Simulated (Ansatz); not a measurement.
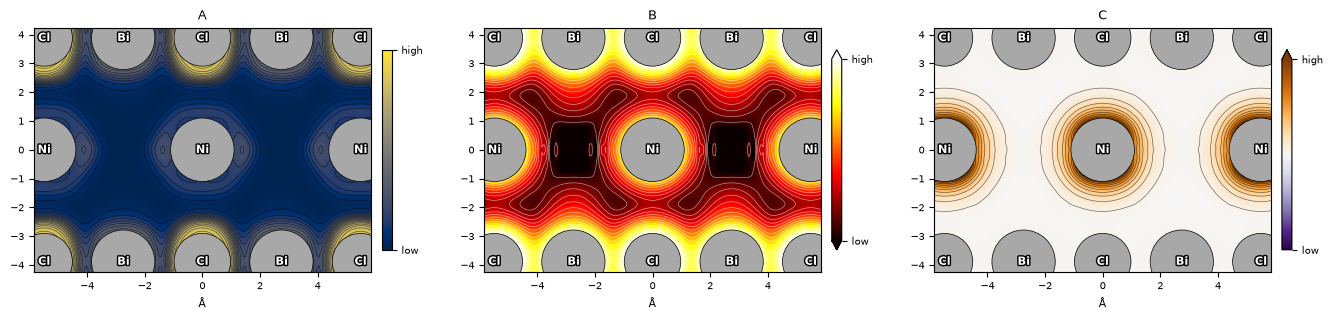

NiBiCl3: 3 fields on the (011̄) plane of the conventional cell, with unlabelled colour scales. Grey discs cover the atomic cores.

Space group Pm-3m; a structure generated by program, which may or may not match a known phase; the program warned that a lower state may break the symmetry; spin-polarised.

Method: DFT PBE, scalar-relativistic, plane waves, PAW (Ansatz).

Q: Match the panels to the quantities (electron localisation function, spin density and valence pseudo-density).

A: Panel A: electron localisation function. Panel B: valence pseudo-density. Panel C: spin density (confined to the magnetic sites and close to zero elsewhere). From the grid: Bi–Cl (2.75 Å): ρ is about 0.31 e/Å³ halfway; the ELF peaks at about 0.80 in the valence shell of Cl, 0.7 Å from its nucleus, and drops to about 0.25 between the two atoms. Ni–Cl (3.88 Å): ρ is about 0.03 e/Å³ halfway; the ELF is about 0.05 at the midpoint: no localised pair shows between them.
